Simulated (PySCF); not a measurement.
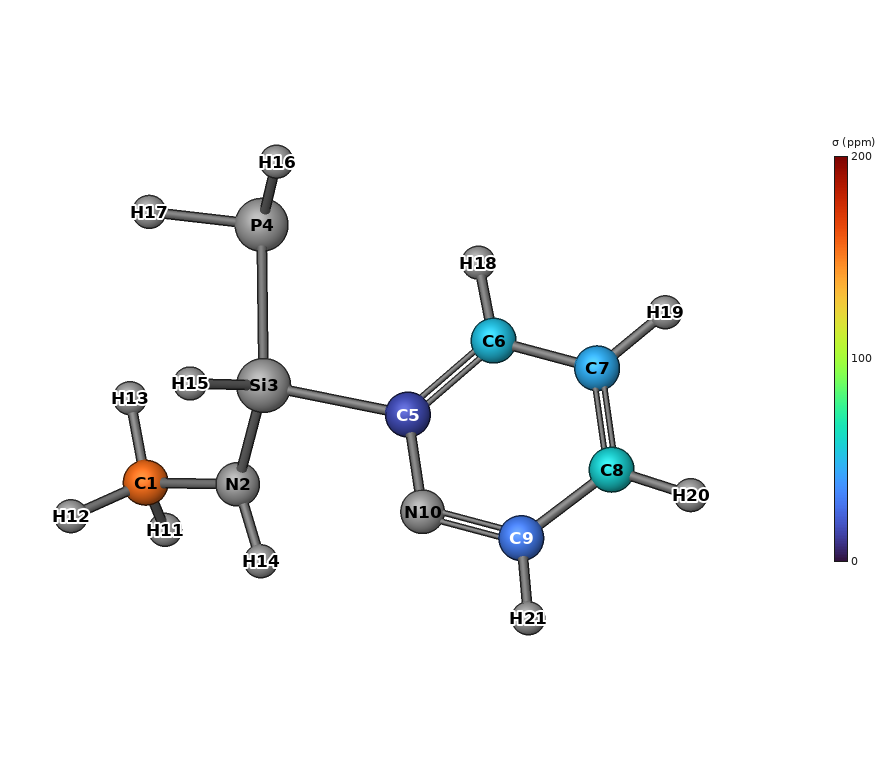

Atoms are coloured by their isotropic NMR shieldings (C only, the others grey). Computed geometry: GFN2-xTB optimisation. No frequency run is at hand to confirm it as a minimum. Level of theory: GIAO PBE0/pcSseg-1 NMR shielding, non-relativistic, gas phase (PySCF 2.14.0).

Give the isotropic NMR shieldings of the C atoms atom by atom.

```csv
atom,σ (ppm)
C1,154.6
C5,16.6
C6,52.9
C7,46.8
C8,58.6
C9,31.7
```

The geometry is semi-empirical. Around P, Si such bond lengths and angles can be off by a tenth of an ångström or more and by several degrees, and values that hang on the shape move with them.
